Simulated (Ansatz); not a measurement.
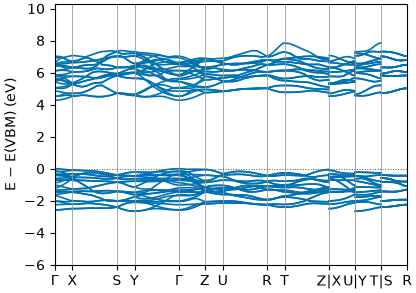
Fig. 1. Band structure from the program Ansatz at the r²SCAN level (PAW)

**Question.** Read off the gap and where the band edges lie.

**Answer.** About 4.3 eV (4.27 eV by a search for the band edges); maximum at Γ, minimum at Γ.

The material is SrI₂ in space group Pnma (No. 62; Sr on 4c, I on 4c, I on 4c).

The first step of the workflow began from a Materials Project structure, measured or hypothetical; the Crystallography Open Database files this formula in space group No. 62, but the cells were not matched. Whether it is the stable phase at ambient conditions was not checked. The cell was relaxed with r²SCAN under the symmetry of its start; whether a distortion lowers the energy is not shown. Scalar-relativistic: spin–orbit coupling is off unless named, which matters more the heavier the elements.

Potentials: the later of the program's two PAW sets.
